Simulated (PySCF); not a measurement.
SMILES [Ge]([Cl])([Cl])([Cl])/[CH]=C/[SiH](Cl)Cl (C₂H₃Cl₅GeSi), PBE0/def2-SVP optimised geometry. Atoms within 1.6 Å of the plane z = 0.6 Å (x, y, z in Å): Si1 (-1.11, 1.64, -0.96), Cl3 (-3.17, 1.59, -0.97), C4 (-0.45, -0.10, -0.98), C5 (0.33, -0.57, 0.00), Ge6 (1.03, -2.37, 0.00), Cl7 (0.38, -3.44, 1.74), Cl9 (3.17, -2.37, 0.00), H10 (-0.65, 2.37, 0.25), H12 (0.62, 0.06, 0.86).

Level of theory: PBE0/def2-TZVP (PySCF).

Map of the Laplacian of the electron density (e/bohr⁵), clipped to [-1.50, 1.50] on the plane z = 0.6 Å:

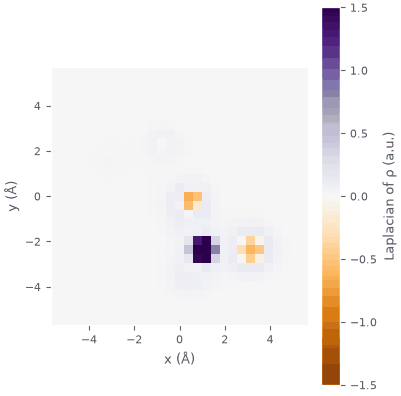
Laplacian of the electron density (e/bohr⁵), clipped to [-1.50, 1.50] on the plane z = 0.6 Å.
